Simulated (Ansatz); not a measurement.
**MoP: pressure series**

Take MoP (space group P-6m2, No. 187; a = 3.2063 Å, c = 3.1738 Å) as the base.

Cell and atoms are relaxed at each pressure.

Method: PBEsol (Ansatz, a first-principles code), no SOC.

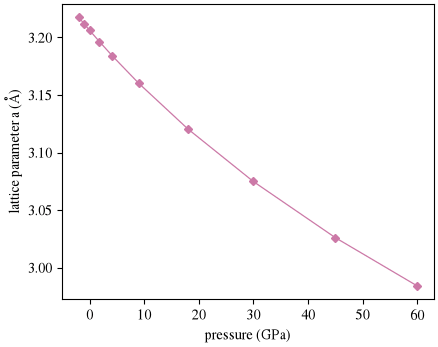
Fig. 1. Lattice parameter a against pressure

```
pressure (GPa)  lattice parameter a
--------------  -------------------
-2                         321.8 pm
-1                         321.2 pm
1.8                        319.6 pm
4.2                        318.4 pm
9                          316.0 pm
18                         312.1 pm
30                         307.5 pm
45                         302.6 pm
60                         298.4 pm
```

Load acts through the strain it causes; cell and atoms are relaxed under it. No phonon test of stability was made. Competing high-pressure phases were not computed. All final runs are without spin polarisation. An odd electron count without spin: MoP.
